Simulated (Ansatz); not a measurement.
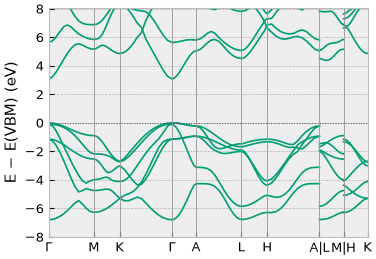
Band structure from DFT-LDA in the program Ansatz with PAW potentials

### Question
Read off the gap and where the band edges lie.

### Answer
About 3.1 eV (3.09 eV by a search for the band edges); maximum at Γ, minimum at Γ.

The material is AlGaN2 in space group P3m1 (No. 156; Al on 1a, Ga on 1c, N on 1c, N on 1a).

The first step of the workflow began from a Materials Project structure, measured or hypothetical; the Crystallography Open Database copy checked does not list it. With Al and Ga taken as one species the cell has the higher symmetry P6_3mc, so it may be an ordered model of a mixed-site phase. Whether it is the stable phase at ambient conditions was not checked. The cell was relaxed with LDA under the symmetry of its start; phonons on a q-mesh show no instability. Spin–orbit coupling is left out wherever it is not named.

Potentials: the later of the program's two PAW sets.
